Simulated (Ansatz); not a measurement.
AlClF3H

```xyz
6

Cl   -0.7891   -0.3139   -1.5516
H     0.4252   -0.5951   -1.8810
F     1.5687   -0.1655    0.2779
Al    0.0230    0.2008    0.7268
F    -0.4053    1.7797    0.8363
F    -0.8225   -0.9060    1.5917
```

Geometry: PBE0-D4/def2-TZVP.

Theory: RKS PBE0-D4/def2-TZVPPD in Ansatz 0.2.0.

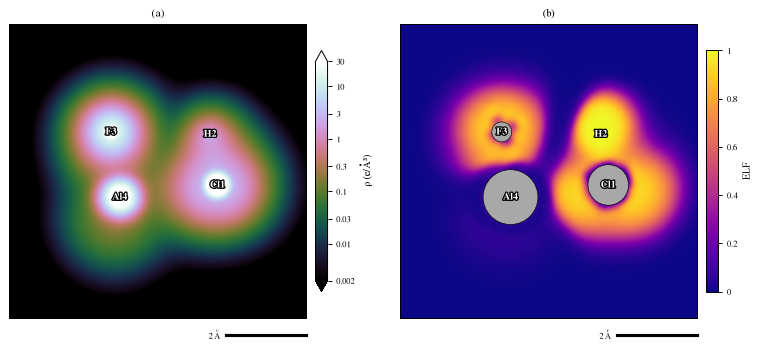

Figure 1. (a) total electron density; (b) ELF on the plane of atoms H2, Cl1 and Al4. Grey discs cover the atomic cores in the ELF map.

Describe what can be read from this map.

- The plane passes through Cl, H, F and Al nuclei.
- Al–F (1.65 Å): ρ is about 0.91 e/Å³ halfway; the ELF peaks at about 0.85 in the valence shell of F, 0.6 Å from its nucleus, and is about 0.40 at the midpoint.
- Al–Cl (2.47 Å): the density is about 0.35 e/Å³ at the midpoint, with its minimum of 0.2 e/Å³ about 0.9 Å from Al; the ELF peaks at about 0.90 in the valence shell of Cl, 0.9 Å from its nucleus, and is about 0.80 at the midpoint.
- Cl–H (1.29 Å): ρ at the midpoint is about 2 e/Å³; the ELF climbs to about 1 towards the hydrogen, as it does in any bond to H; an ordinary covalent bond to hydrogen.
- The ELF also peaks beside Cl1 and F3, away from the bonds: lone-pair regions.

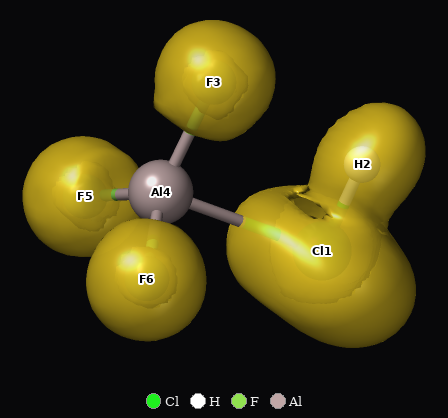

Figure 2. Isosurface of the ELF at 0.75 (yellow), seen at a tilt. Core shells and regions of very low density are left out.

What do the ELF domains correspond to?

The ELF exceeds this value in three regions wrapped around F (the valence shell of each) and one joined region spread over several atoms (Cl, H), in which their bonds and any lone pairs are merged.


Al–F (1.64 Å): the ELF peaks at about 0.85 in the valence shell of F, 0.6 Å from its nucleus, and is about 0.40 at the midpoint.

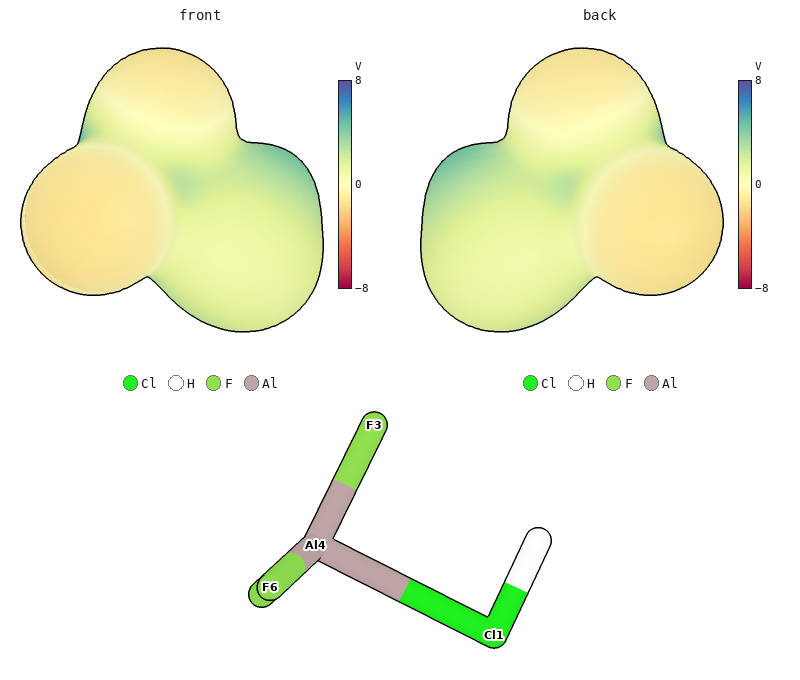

Figure 3. The electrostatic potential painted on the density surface at 0.004 e/bohr³, seen from the front and from behind; red is negative and blue positive. The bare structure is drawn below in the same view.

Where is the surface potential most negative and most positive?

The most negative region (about −1.4 V) lies over F5 and F6, the most positive (about +6.5 V) over Al4.
